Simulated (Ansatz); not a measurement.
**C₃H₉AlO: one species, many methods**

How much do the methods differ for C₃H₉AlO? The plan is to run it at one geometry with functionals of several rungs and with coupled cluster. The yardstick is the atomisation energy at the CCSD(T) limit.

Method: functionals in def2-TZVPP, the program's frozen cores in correlated methods; program: Ansatz 0.2.0, Gaussian basis.

The runs, in order: PBE-D4, r2SCAN-D4, PBE0-D4, B3LYP-D4, ωB97X-V, ωB97M-V, B2PLYP; CCSD(T)/def2-TZVPP; MP2/def2-QZVPP; extrapolation to the limit.

## Step 1: The relaxed structure

An earlier PBE0-D4 in a triple-zeta def2 set relaxation fixed the geometry.

SMILES `CC[CH](O)[AlH2]`, 14 atoms, charge 0, spin multiplicity 1.

Atoms are counted from 1 here; the program's logs count them from 0.

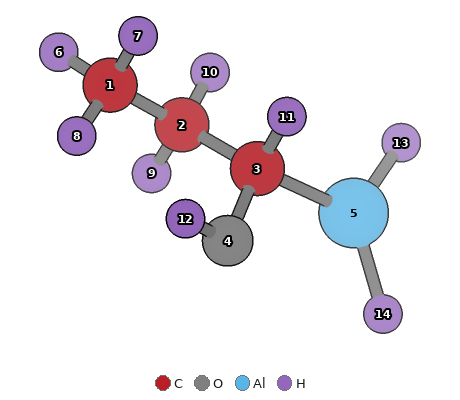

The geometry (carbon red, oxygen grey, aluminium blue, hydrogen purple); atoms are numbered from 1 in the order of the file.

Coordinates:

```mol
C3H9AlO
  3D, bonds by distance, orders not assigned

 14 13  0  0  0  0  0  0  0  0999 V2000
   -1.7095    0.5715    0.6328 C   0  0
   -0.3210    0.7288    0.0288 C   0  0
    0.4893   -0.5667    0.0090 C   0  0
   -0.1318   -1.5891   -0.7695 O   0  0
    2.3311   -0.3122   -0.6756 Al  0  0
   -2.2408    1.5253    0.6651 H   0  0
   -1.6503    0.1869    1.6555 H   0  0
   -2.3292   -0.1138    0.0471 H   0  0
   -0.4167    1.1205   -0.9912 H   0  0
    0.2387    1.4787    0.6006 H   0  0
    0.5799   -0.9046    1.0592 H   0  0
   -0.9915   -1.7902   -0.3874 H   0  0
    3.2553    0.7336    0.0911 H   0  0
    2.8837   -1.0979   -1.9367 H   0  0
  1  2  8  0
  2  3  8  0
  3  4  8  0
  3  5  8  0
  1  6  8  0
  1  7  8  0
  1  8  8  0
  2  9  8  0
  2 10  8  0
  3 11  8  0
  4 12  8  0
  5 13  8  0
  5 14  8  0
M  END
```

## Step 2: PBE-D4 (GGA)

Input file in.yaml:

```yaml
crystal:
  periodic: [false, false, false]
  atoms:
    - {symbol: C, position_ang: [-1.709507, 0.571518, 0.632790]}
    - {symbol: C, position_ang: [-0.320950, 0.728752, 0.028791]}
    - {symbol: C, position_ang: [0.489341, -0.566714, 0.008993]}
    - {symbol: O, position_ang: [-0.131842, -1.589061, -0.769461]}
    - {symbol: Al, position_ang: [2.331098, -0.312224, -0.675620]}
    - {symbol: H, position_ang: [-2.240816, 1.525350, 0.665131]}
    - {symbol: H, position_ang: [-1.650325, 0.186878, 1.655488]}
    - {symbol: H, position_ang: [-2.329237, -0.113761, 0.047073]}
    - {symbol: H, position_ang: [-0.416733, 1.120494, -0.991156]}
    - {symbol: H, position_ang: [0.238735, 1.478731, 0.600578]}
    - {symbol: H, position_ang: [0.579949, -0.904629, 1.059228]}
    - {symbol: H, position_ang: [-0.991533, -1.790241, -0.387420]}
    - {symbol: H, position_ang: [3.255333, 0.733632, 0.091130]}
    - {symbol: H, position_ang: [2.883685, -1.097923, -1.936745]}
basis:
  gaussian: {orbitals: def2-TZVPP}
hamiltonian: {xc: pbe, dispersion: d4}
output: {forces: true, orbitals: {seedname: orbitals}}
```

Launch:

```bash
ansatz run in.yaml --threads 4 --pin off --events-out ev --progress --plain --max-ram 10444MiB
```

After this run come: r2SCAN-D4 (meta-GGA); PBE0-D4 (hybrid); B3LYP-D4 (hybrid); ωB97X-V (range-separated); ωB97M-V (range-separated); B2PLYP (double hybrid); CCSD(T) in def2-TZVPP; MP2 in def2-QZVPP.

Q: Predict the results of all the runs planned. Wanted: atomisation energy, CCSD(T)/CBS; farthest; mean size of error, hybrid; mean size of error, range-separated; gap, smallest and largest; T1 diagnostic; triples share of the correlation energy.

The runs gave:

```
                               quantity                                           value
        atomisation energy, CCSD(T)/CBS                                   5016.0 kJ/mol
 functionals within 25.1 kJ/mol (0.5 %)  r2SCAN-D4, PBE0-D4, B3LYP-D4, ωB97X-V, ωB97M-V
                               farthest                           B2PLYP (-62.8 kJ/mol)
             mean size of error, hybrid                                      7.7 kJ/mol
    mean size of error, range-separated                                      6.7 kJ/mol
              gap, smallest and largest            3.91 eV (PBE-D4), 10.20 eV (ωB97X-V)
                          T1 diagnostic                                          0.0101
triples share of the correlation energy                                           3.6 %
```

PBE-D4 misses by +61.8 kJ/mol. Double hybrids carry the basis error of their MP2 part in triple zeta, and no dispersion term here, so their miss is partly the set-up's. Misses under about 25.1 kJ/mol are within the doubt on the reference itself, which lacks core-valence correlation, relativity and higher excitations. Hartree-Fock recovers 74 % of the binding; the rest is correlation. The gap grows from 3.9 to 10.2 eV across the functionals, mostly with the share of exact exchange.
